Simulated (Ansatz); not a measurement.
Run report: ZrH₃Cl₂O₃, nudged elastic band

The run: nudged elastic band of ZrH₃Cl₂O₃, multiplicity 2. Method and program: UKS PBE/def2-SVP (Ansatz 0.2.0).

It belongs to a series of runs on one base structure; here: band between the two ends.

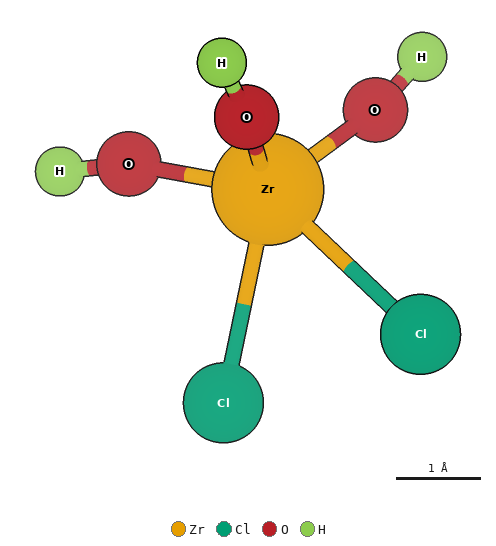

**Figure 1.** The input geometry (ball-and-stick view, seen at a tilt). Sticks mark near contacts.

## Summary

```tsv
quantity	value
outcome	converged
barrier, forward	0.001 eV
barrier, backward	0.002 eV
hardware	4 threads of Arm Neoverse V1, 24 GiB of memory available, shared host
wall time	9.9 min (CPU time 38 min)
peak memory	0.27 GiB
```

## Remarks

The order of the saddle point was not checked.

## Input file
```yaml
crystal:
  periodic: [false, false, false]
  atoms:
    - { symbol: Zr, position_ang: [-0.102631, -0.159093, 0.602309] }
    - { symbol: Cl, position_ang: [-0.219099, 1.736398, 2.377667] }
    - { symbol: O, position_ang: [1.626317, -0.551394, -0.13923] }
    - { symbol: H, position_ang: [2.315185, -0.721851, -0.7964] }
    - { symbol: O, position_ang: [-0.893784, 1.078138, -0.647888] }
    - { symbol: H, position_ang: [-1.323707, 1.832243, -1.07311] }
    - { symbol: O, position_ang: [-1.268946, -1.682551, 0.489233] }
    - { symbol: H, position_ang: [-1.777689, -2.47069, 0.258052] }
    - { symbol: Cl, position_ang: [0.552355, -0.709701, 3.106866] }
magnetization:
  spin_polarized: true
  initial_magnetization: 1
basis:
  gaussian: { orbitals: def2-SVP }
hamiltonian:
  xc: pbe
neb:
  order_check: false
  images: 5
  f_tol: 0.03
  max_iterations: 60
  spring: 20.0
  final_atoms:
    - { symbol: Zr, position_ang: [-0.09669879, -0.12637302, 0.59201141] }
    - { symbol: Cl, position_ang: [0.82483773, 1.65035643, 2.33259811] }
    - { symbol: O, position_ang: [1.6243427, -0.43905712, -0.20312733] }
    - { symbol: H, position_ang: [2.34143926, -0.67873986, -0.8050459] }
    - { symbol: O, position_ang: [-1.10105193, 1.17925945, -0.397222] }
    - { symbol: H, position_ang: [-1.59587547, 1.6573551, -1.0757909] }
    - { symbol: O, position_ang: [-1.0513602, -1.76930001, 0.25884989] }
    - { symbol: H, position_ang: [-1.54495083, -2.59550779, 0.34759151] }
    - { symbol: Cl, position_ang: [-0.49268148, -0.52649418, 3.12763421] }
  initial_path:
    images:
      - { positions_ang: [[-0.102631, -0.159093, 0.602309], [-0.219099, 1.736398, 2.377667], [1.626317, -0.551394, -0.13923], [2.315185, -0.721851, -0.7964], [-0.893784, 1.078138, -0.647888], [-1.323707, 1.832243, -1.07311], [-1.268946, -1.682551, 0.489233], [-1.777689, -2.47069, 0.258052], [0.552355, -0.709701, 3.106866]] }
      - { positions_ang: [[-0.0728833, -0.12807538, 0.39352394], [-0.09321081, 1.24010972, 2.49270162], [1.71236368, -0.4772313, -0.36214079], [2.24609452, -0.91915087, -0.80666907], [-0.88810004, 1.25837695, -0.7177464], [-1.50349814, 1.70689489, -1.04921507], [-1.23738716, -1.69581801, 0.1736857], [-1.72488972, -2.33128268, 0.30105285], [0.46951197, -0.30232432, 3.75230623]] }
      - { positions_ang: [[-0.04313561, -0.09705777, 0.18473889], [0.03267738, 0.74382144, 2.60773624], [1.79841037, -0.4030686, -0.58505158], [2.17700404, -1.11645073, -0.81693815], [-0.88241607, 1.4386159, -0.7876048], [-1.68328928, 1.58154679, -1.02532015], [-1.20582832, -1.70908502, -0.14186161], [-1.67209043, -2.19187537, 0.3440537], [0.38666894, 0.10505236, 4.39774646]] }
      - { positions_ang: [[-0.01338791, -0.06604015, -0.02404617], [0.15856557, 0.24753316, 2.72277086], [1.88445705, -0.3289059, -0.80796237], [2.10791356, -1.3137506, -0.82720722], [-0.87673211, 1.61885484, -0.85746319], [-1.86308043, 1.45619868, -1.00142522], [-1.17426948, -1.72235202, -0.45740891], [-1.61929115, -2.05246805, 0.38705454], [0.30382591, 0.51242903, 5.04318669]] }
      - { positions_ang: [[-0.0411582, -0.08615111, 0.18130636], [0.38065629, 0.71514092, 2.59271328], [1.79775227, -0.36562297, -0.60635069], [2.18575546, -1.10208035, -0.81982011], [-0.95150539, 1.47232304, -0.70404946], [-1.77401211, 1.52325082, -1.02621378], [-1.13329972, -1.73800135, -0.21865598], [-1.59451104, -2.2334813, 0.3739002], [0.03832344, 0.1661213, 4.40466919]] }
      - { positions_ang: [[-0.06892849, -0.10626207, 0.38665888], [0.60274701, 1.18274867, 2.4626557], [1.71104749, -0.40234005, -0.40473901], [2.26359736, -0.89041011, -0.81243301], [-1.02627866, 1.32579125, -0.55063573], [-1.68494379, 1.59030296, -1.05100234], [-1.09232996, -1.75365068, 0.02009696], [-1.56973094, -2.41449454, 0.36074585], [-0.22717902, -0.18018644, 3.7661517]] }
      - { positions_ang: [[-0.09669879, -0.12637302, 0.59201141], [0.82483773, 1.65035643, 2.33259811], [1.6243427, -0.43905712, -0.20312733], [2.34143926, -0.67873986, -0.8050459], [-1.10105193, 1.17925945, -0.397222], [-1.59587547, 1.6573551, -1.0757909], [-1.0513602, -1.76930001, 0.25884989], [-1.54495083, -2.59550779, 0.34759151], [-0.49268148, -0.52649418, 3.12763421]] }
```

Launch command:
```bash
ansatz run input.yaml --threads 4 --pin off --max-ram 5120MiB --backend cpu --events-out ev --progress --plain --runs-dir out
```

## The program's output
```
Engine: ansatz 0.2.0, aarch64-unknown-linux-gnu
Functional definition: PBE
  parameter kappa = 0.804
  parameter beta = 0.06672455060314922
  exchange = pbe_x(kappa = kappa, mu = beta*pi^2/3)
  correlation = pbe_c(beta = beta)
1271 factors; their error is unknown
mean field evaluation 1: about -32475.4840 eV, gradient 7.2e1 eV
mean field evaluation 2: about -32201.7908 eV, gradient 2.4e2 eV
mean field evaluation 4: about -32492.3641 eV, gradient 1.6e1 eV
mean field evaluation 8: about -32493.6815 eV, gradient 4.0e-1 eV
mean field evaluation 16: about -32493.6386 eV, gradient 6.5e-4 eV
mean field evaluation 32: about -32492.8866 eV, gradient 1.8e0 eV
mean field -32493.63855494 eV, -1194.1191919149 hartree, gradient 3.7e-5 eV, S^2 0.751516; 4 other end points of the search recorded, 0 dependent functions left out
the calculation of the forces begins
reference -32493.63864612 eV, -1194.1191952657 hartree; 37, 36 occupied and 87, 88 virtual orbitals, 1271 factors
1271 factors; their error is unknown
mean field evaluation 64: about -32489.0428 eV, gradient 2.0e1 eV
mean field -32493.63933384 eV, -1194.1192205389 hartree, gradient 4.0e-5 eV, S^2 0.751521; 4 other end points of the search recorded, 0 dependent functions left out
[... from here on the field's lines of each further geometry are left out, up to the last ...]
NEB iter   1: max|band force component| = 1.211e1 eV/Å  barrier→ = 5.1187 eV  barrier← = 5.1195 eV  Δτ_max = 0.2000 Å  (487 SCF iters)
NEB iter   2: max|band force component| = 3.125e0 eV/Å  barrier→ = 1.5763 eV  barrier← = 1.5770 eV  Δτ_max = 0.1964 Å  (190 SCF iters)
NEB iter   3: max|band force component| = 1.475e0 eV/Å  barrier→ = 1.0588 eV  barrier← = 1.0596 eV  Δτ_max = 0.1945 Å  (181 SCF iters)
NEB iter   4: max|band force component| = 6.220e-1 eV/Å  barrier→ = 0.9412 eV  barrier← = 0.9420 eV  Δτ_max = 0.1873 Å  (178 SCF iters)
NEB iter   5: max|band force component| = 3.521e-1 eV/Å  barrier→ = 0.8856 eV  barrier← = 0.8863 eV  CI = image 3  Δτ_max = 0.1960 Å  (190 SCF iters)
NEB iter   6: max|band force component| = 2.246e-1 eV/Å  barrier→ = 0.8622 eV  barrier← = 0.8630 eV  CI = image 3  Δτ_max = 0.1810 Å  (190 SCF iters)
NEB iter   7: max|band force component| = 4.728e-1 eV/Å  barrier→ = 0.8381 eV  barrier← = 0.8389 eV  CI = image 3  Δτ_max = 0.0933 Å  (196 SCF iters)
NEB iter   8: max|band force component| = 1.655e-1 eV/Å  barrier→ = 0.8232 eV  barrier← = 0.8240 eV  CI = image 3  Δτ_max = 0.1888 Å  (181 SCF iters)
NEB iter   9: max|band force component| = 2.493e-1 eV/Å  barrier→ = 0.7919 eV  barrier← = 0.7927 eV  CI = image 3  Δτ_max = 0.0938 Å  (199 SCF iters)
NEB iter  10: max|band force component| = 1.301e-1 eV/Å  barrier→ = 0.7761 eV  barrier← = 0.7768 eV  CI = image 3  Δτ_max = 0.1892 Å  (182 SCF iters)
NEB iter  11: max|band force component| = 5.667e-1 eV/Å  barrier→ = 0.7544 eV  barrier← = 0.7552 eV  CI = image 2  Δτ_max = 0.0943 Å  (191 SCF iters)
NEB iter  12: max|band force component| = 1.209e-1 eV/Å  barrier→ = 0.7469 eV  barrier← = 0.7477 eV  CI = image 2  Δτ_max = 0.1904 Å  (178 SCF iters)
NEB iter  13: max|band force component| = 9.056e-1 eV/Å  barrier→ = 0.7257 eV  barrier← = 0.7265 eV  CI = image 4  Δτ_max = 0.0935 Å  (190 SCF iters)
NEB iter  14: max|band force component| = 3.162e-1 eV/Å  barrier→ = 0.7221 eV  barrier← = 0.7229 eV  CI = image 2  Δτ_max = 0.1884 Å  (177 SCF iters)
NEB iter  15: max|band force component| = 1.277e-1 eV/Å  barrier→ = 0.6935 eV  barrier← = 0.6943 eV  CI = image 2  Δτ_max = 0.2000 Å  (174 SCF iters)
NEB iter  16: max|band force component| = 1.903e-1 eV/Å  barrier→ = 0.6635 eV  barrier← = 0.6643 eV  CI = image 2  Δτ_max = 0.1007 Å  (176 SCF iters)
NEB iter  17: max|band force component| = 1.301e0 eV/Å  barrier→ = 0.6510 eV  barrier← = 0.6518 eV  CI = image 4  Δτ_max = 0.1011 Å  (175 SCF iters)
NEB iter  18: max|band force component| = 5.664e-1 eV/Å  barrier→ = 0.6392 eV  barrier← = 0.6400 eV  CI = image 2  Δτ_max = 0.2000 Å  (175 SCF iters)
NEB iter  19: max|band force component| = 4.987e-1 eV/Å  barrier→ = 0.6128 eV  barrier← = 0.6136 eV  CI = image 4  Δτ_max = 0.2000 Å  (180 SCF iters)
NEB iter  20: max|band force component| = 4.163e-1 eV/Å  barrier→ = 0.5964 eV  barrier← = 0.5972 eV  CI = image 4  Δτ_max = 0.2000 Å  (174 SCF iters)
NEB iter  21: max|band force component| = 3.179e-1 eV/Å  barrier→ = 0.5843 eV  barrier← = 0.5850 eV  CI = image 4  Δτ_max = 0.2000 Å  (175 SCF iters)
NEB iter  22: max|band force component| = 4.593e-1 eV/Å  barrier→ = 0.5694 eV  barrier← = 0.5701 eV  CI = image 4  Δτ_max = 0.2000 Å  (171 SCF iters)
NEB iter  23: max|band force component| = 5.254e-1 eV/Å  barrier→ = 0.5491 eV  barrier← = 0.5499 eV  CI = image 4  Δτ_max = 0.2000 Å  (177 SCF iters)
NEB iter  24: max|band force component| = 6.183e-1 eV/Å  barrier→ = 0.5264 eV  barrier← = 0.5272 eV  CI = image 4  Δτ_max = 0.2000 Å  (178 SCF iters)
NEB iter  25: max|band force component| = 4.721e-1 eV/Å  barrier→ = 0.4863 eV  barrier← = 0.4870 eV  CI = image 4  Δτ_max = 0.2000 Å  (175 SCF iters)
NEB iter  26: max|band force component| = 4.312e-1 eV/Å  barrier→ = 0.3754 eV  barrier← = 0.3762 eV  CI = image 4  Δτ_max = 0.2000 Å  (170 SCF iters)
NEB iter  27: max|band force component| = 4.102e-1 eV/Å  barrier→ = 0.1971 eV  barrier← = 0.1978 eV  CI = image 4  Δτ_max = 0.2000 Å  (172 SCF iters)
NEB iter  28: max|band force component| = 2.496e-1 eV/Å  barrier→ = 0.0466 eV  barrier← = 0.0474 eV  CI = image 4  Δτ_max = 0.2000 Å  (171 SCF iters)
NEB iter  29: max|band force component| = 7.321e-1 eV/Å  barrier→ = 0.0599 eV  barrier← = 0.0606 eV  CI = image 4  Δτ_max = 0.0995 Å  (171 SCF iters)
NEB iter  30: max|band force component| = 1.234e-1 eV/Å  barrier→ = 0.0154 eV  barrier← = 0.0162 eV  CI = image 4  Δτ_max = 0.0848 Å  (168 SCF iters)
NEB iter  31: max|band force component| = 8.008e-2 eV/Å  barrier→ = 0.0105 eV  barrier← = 0.0113 eV  CI = image 4  Δτ_max = 0.1858 Å  (166 SCF iters)
NEB iter  32: max|band force component| = 1.601e-1 eV/Å  barrier→ = 0.0075 eV  barrier← = 0.0083 eV  CI = image 4  Δτ_max = 0.0940 Å  (167 SCF iters)
NEB iter  33: max|band force component| = 6.856e-2 eV/Å  barrier→ = 0.0046 eV  barrier← = 0.0054 eV  CI = image 4  Δτ_max = 0.1835 Å  (167 SCF iters)
NEB iter  34: max|band force component| = 1.078e0 eV/Å  barrier→ = 0.0037 eV  barrier← = 0.0044 eV  CI = image 3  Δτ_max = 0.0940 Å  (166 SCF iters)
NEB iter  35: max|band force component| = 3.352e-1 eV/Å  barrier→ = 0.0017 eV  barrier← = 0.0025 eV  CI = image 1  Δτ_max = 0.1286 Å  (165 SCF iters)
NEB iter  36: max|band force component| = 8.099e-2 eV/Å  barrier→ = 0.0016 eV  barrier← = 0.0024 eV  CI = image 1  Δτ_max = 0.0349 Å  (167 SCF iters)
the calculation of the forces begins
reference -32493.63839144 eV, -1194.1191859061 hartree; 37, 36 occupied and 87, 88 virtual orbitals, 1271 factors
1271 factors; their error is unknown
mean field evaluation 1760: about -32490.8093 eV, gradient 1.5e1 eV
mean field -32493.63728644 eV, -1194.1191452982 hartree, gradient 1.1e-5 eV, S^2 0.751508; 5 other end points of the search recorded, 0 dependent functions left out
the calculation of the forces begins
reference -32493.63737757 eV, -1194.1191486471 hartree; 37, 36 occupied and 87, 88 virtual orbitals, 1271 factors
NEB iter  37: max|band force component| = 2.983e-2 eV/Å  barrier→ = 0.0013 eV  barrier← = 0.0020 eV  CI = image 1  Δτ_max = 0.0000 Å  (653 SCF iters)
```

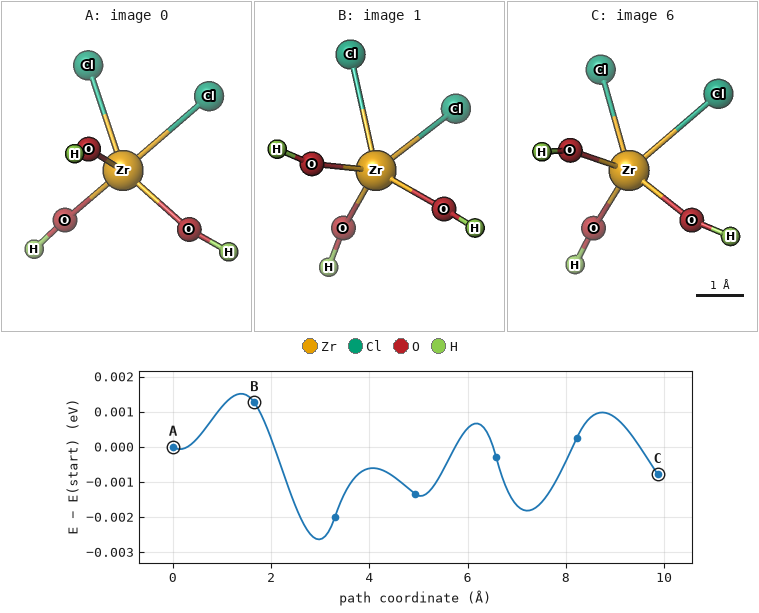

**Figure 2.** Images of the last band (counted from 0; ball-and-stick, seen at a tilt) above the energy along the path; the line is a cubic interpolation that uses the forces. The highest image is number 1, 0.001 eV above the start and 0.002 eV above the end (the climbing image); the end lies 0.001 eV below the start. The path is 9.87 Å long. The band converged in 37 iterations.

```
Total energy: -32493.63737757 eV, -1194.1191486471 hartree
Atom 0 at    -0.126161    -0.137500     0.591015 Å, force     0.005219     0.010061     0.000621 eV/Å
Atom 1 at    -1.174525     1.031027     2.708285 Å, force    -0.003852    -0.000769     0.003985 eV/Å
Atom 2 at     1.504325    -0.663043    -0.299377 Å, force    -0.002386    -0.001433    -0.004414 eV/Å
Atom 3 at     2.406395    -0.963323    -0.473839 Å, force    -0.001478    -0.000652     0.000136 eV/Å
Atom 4 at    -0.773006     1.268501    -0.549451 Å, force     0.015995    -0.005365    -0.004266 eV/Å
Atom 5 at    -1.000485     1.961928    -1.182029 Å, force    -0.007572     0.000945     0.004923 eV/Å
Atom 6 at    -1.293060    -1.659422     0.479877 Å, force    -0.003977    -0.001873     0.001391 eV/Å
Atom 7 at    -1.852645    -2.337662     0.077017 Å, force     0.001193    -0.002478    -0.000299 eV/Å
Atom 8 at     1.217164    -0.149006     2.826002 Å, force    -0.003143     0.001565    -0.002077 eV/Å
Dipole moment:     0.031079    -0.131940    -0.636079 e Å
this run last wrote the band of iteration 37 to [file]
```

## The last band as extended XYZ (Å, eV, eV/Å)
```
9
Properties=species:S:1:pos:R:3:forces:R:3 image=0 energy=-32493.63856
Zr   -0.1026   -0.1591    0.6023   -0.0185   0.0223   0.0246
Cl   -0.2191    1.7364    2.3777   -0.0001   0.0018   0.0097
O     1.6263   -0.5514   -0.1392    0.0131  -0.0039  -0.0184
H     2.3152   -0.7219   -0.7964   -0.0074   0.0021   0.0067
O    -0.8938    1.0781   -0.6479   -0.0014  -0.0061  -0.0300
H    -1.3237    1.8322   -1.0731    0.0080  -0.0033   0.0074
O    -1.2689   -1.6826    0.4892   -0.0009  -0.0129  -0.0074
H    -1.7777   -2.4707    0.2581    0.0019   0.0065   0.0042
Cl    0.5524   -0.7097    3.1069    0.0053  -0.0065   0.0032
9
Properties=species:S:1:pos:R:3:forces:R:3 image=1 energy=-32493.63729
Zr   -0.1262   -0.1375    0.5910    0.0052   0.0101   0.0006
Cl   -1.1745    1.0310    2.7083   -0.0039  -0.0008   0.0040
O     1.5043   -0.6630   -0.2994   -0.0024  -0.0014  -0.0044
H     2.4064   -0.9633   -0.4738   -0.0015  -0.0007   0.0001
O    -0.7730    1.2685   -0.5495    0.0160  -0.0054  -0.0043
H    -1.0005    1.9619   -1.1820   -0.0076   0.0009   0.0049
O    -1.2931   -1.6594    0.4799   -0.0040  -0.0019   0.0014
H    -1.8526   -2.3377    0.0770    0.0012  -0.0025  -0.0003
Cl    1.2172   -0.1490    2.8260   -0.0031   0.0016  -0.0021
9
Properties=species:S:1:pos:R:3:forces:R:3 image=2 energy=-32493.64057
Zr   -0.1068   -0.1963    0.5743   -0.0084  -0.0007   0.0077
Cl   -1.3539   -0.3697    2.8629    0.0051   0.0037  -0.0056
O     1.6189   -0.6887   -0.1342   -0.0019  -0.0003  -0.0124
H     2.5565   -0.6606   -0.3675    0.0032  -0.0013   0.0102
O    -0.7030    1.4139   -0.2840   -0.0039   0.0027  -0.0007
H    -1.0254    2.0027   -0.9804   -0.0008  -0.0016   0.0013
O    -1.2173   -1.6356   -0.0762    0.0067  -0.0078  -0.0028
H    -1.9146   -2.3034   -0.1280   -0.0027   0.0056  -0.0001
Cl    1.0536    0.7891    2.7107    0.0028  -0.0003   0.0025
9
Properties=species:S:1:pos:R:3:forces:R:3 image=3 energy=-32493.63990
Zr   -0.1281   -0.1686    0.5698   -0.0036   0.0215   0.0237
Cl   -0.1707   -1.3749    2.8838    0.0077  -0.0063   0.0110
O     1.6459   -0.3979   -0.1327   -0.0069  -0.0057   0.0017
H     2.3206   -0.5962   -0.7973    0.0032   0.0018   0.0052
O    -0.9250    1.3789   -0.2598   -0.0120  -0.0184  -0.0293
H    -1.1777    2.2766   -0.5131    0.0033  -0.0001   0.0075
O    -1.2169   -1.6025   -0.1290   -0.0024   0.0298  -0.0039
H    -1.7301   -2.4204   -0.1739    0.0016  -0.0128  -0.0081
Cl    0.2900    1.2565    2.7298    0.0091  -0.0097  -0.0078
9
Properties=species:S:1:pos:R:3:forces:R:3 image=4 energy=-32493.63885
Zr   -0.0745   -0.1618    0.5718   -0.0230  -0.0092   0.0131
Cl    1.3042   -0.9341    2.6745    0.0068   0.0095   0.0073
O     1.4832   -0.3094   -0.5459    0.0012   0.0087  -0.0051
H     2.2965   -0.4360   -1.0510    0.0047  -0.0059   0.0033
O    -1.0257    1.2998   -0.2615    0.0017   0.0017  -0.0008
H    -1.6077    2.0652   -0.3641    0.0007  -0.0032  -0.0006
O    -1.1824   -1.7156    0.3574    0.0002   0.0064  -0.0088
H    -1.7006   -2.4063   -0.0781   -0.0019   0.0009  -0.0008
Cl   -0.5850    0.9497    2.8744    0.0096  -0.0090  -0.0076
9
Properties=species:S:1:pos:R:3:forces:R:3 image=5 energy=-32493.63830
Zr   -0.1077   -0.1619    0.6037   -0.0068   0.0034   0.0008
Cl    1.5574    0.6427    2.4309    0.0000  -0.0030  -0.0006
O     1.3923   -0.3324   -0.5968    0.0020  -0.0036  -0.0006
H     2.2772   -0.3941   -0.9807    0.0011   0.0030  -0.0004
O    -1.2155    1.1813   -0.2164    0.0062  -0.0017  -0.0035
H    -1.5415    1.7225   -0.9492   -0.0030  -0.0010   0.0036
O    -0.9356   -1.8953    0.5010   -0.0026   0.0035  -0.0018
H    -1.5157   -2.6471    0.3224    0.0033  -0.0018   0.0017
Cl   -1.0030    0.2357    3.0627   -0.0002   0.0015   0.0007
9
Properties=species:S:1:pos:R:3:forces:R:3 image=6 energy=-32493.63933
Zr   -0.0967   -0.1264    0.5920   -0.0011  -0.0006   0.0112
Cl    0.8248    1.6504    2.3326    0.0008  -0.0003  -0.0070
O     1.6243   -0.4391   -0.2031    0.0040   0.0031   0.0011
H     2.3414   -0.6787   -0.8050   -0.0018  -0.0011  -0.0024
O    -1.1011    1.1793   -0.3972   -0.0005   0.0050   0.0002
H    -1.5959    1.6574   -1.0758    0.0007  -0.0024  -0.0020
O    -1.0514   -1.7693    0.2589   -0.0006  -0.0017  -0.0047
H    -1.5450   -2.5955    0.3476    0.0002   0.0004  -0.0004
Cl   -0.4927   -0.5265    3.1276   -0.0018  -0.0023   0.0040
```
